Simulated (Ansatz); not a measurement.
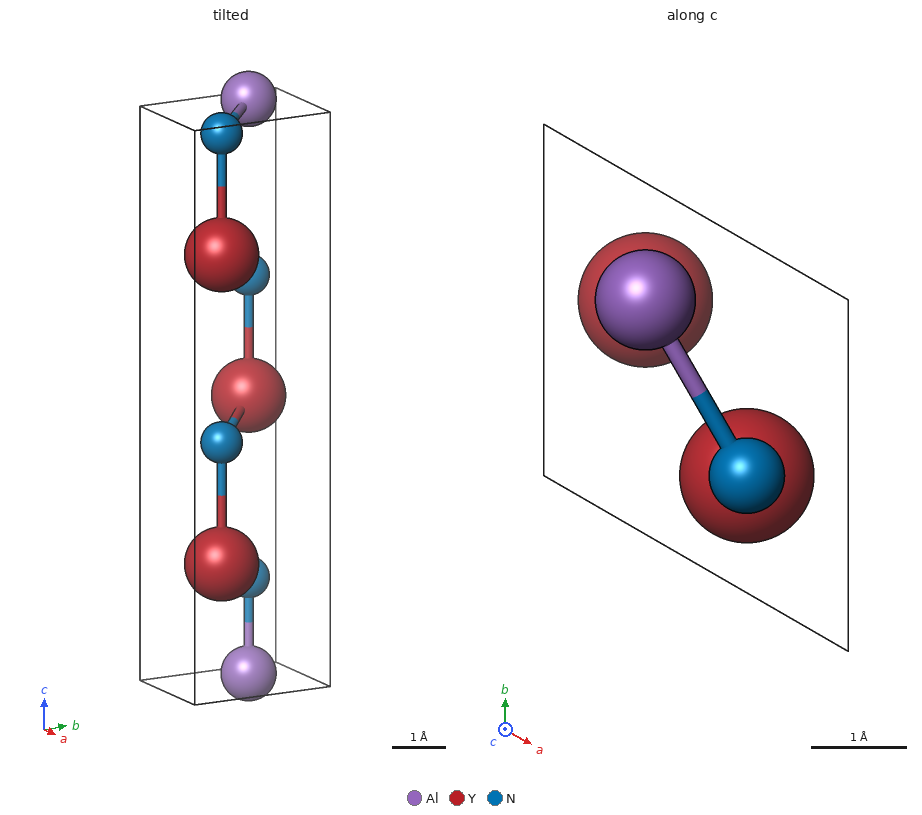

Shown here is a ball-and-stick view of the crystal, taken slightly off an axis and along the c axis. One conventional unit cell is outlined, and atoms on its boundary appear in each equivalent place.

Y₃AlN₄, space group P3m1 (No. 156), a = 3.700 Å, b = 3.700 Å, c = 10.944 Å, α = 90.00°, β = 90.00°, γ = 120.00°. Source of the structure: a structure type filled with these elements by a generator (whether the compound takes this form wasn't checked). Earlier steps of the study, as a rule a relaxation of our own, may have changed the cell and positions, so they can lie some per cent off the listed ones. It went into a calculation with Ansatz.

This one geometry was computed with Ansatz (DFT, plane waves, PAW) at five levels of theory: PBE, HSE06, PBE0, r2SCAN and PBE with spin-orbit coupling. It was relaxed beforehand with r2SCAN.

Question: Which level gives the highest pressure at this volume, and what does that say about its equilibrium volume?

Answer: Highest: PBE (1.3 GPa) and PBE with spin-orbit coupling (1.3 GPa), which points to the largest equilibrium volume. Lowest, with the smallest volume: HSE06 (-1.1 GPa) and PBE0 (-1.0 GPa). Levels within 0.5 GPa of each other can't be told apart.

Question: How does the band gap change with the level of theory?

Answer: PBE with spin-orbit coupling: a gap of 1.62 eV, indirect; PBE: a gap of 1.63 eV, indirect; r2SCAN: a gap of 2.01 eV, indirect; HSE06: a gap of 2.63 eV, indirect; PBE0: a gap of 3.32 eV, indirect.

Question: Collect the results in a table.

Answer:
| level | cutoff (eV) | k-mesh of the run's cell | gap (eV) | pressure (GPa) |
| --- | --- | --- | --- | --- |
| PBE | 420 | 12×12×2 | 1.63 | 1.3 |
| HSE06 | 420 | 6×6×2 | 2.63 | -1.1 |
| PBE0 | 420 | 6×6×2 | 3.32 | -1.0 |
| r2SCAN | 500 | 12×12×2 | 2.01 | 0.0 |
| PBE with spin-orbit coupling | 420 | 12×12×2 | 1.62 | 1.3 |

Gaps are taken on the k-mesh or band path of each run.
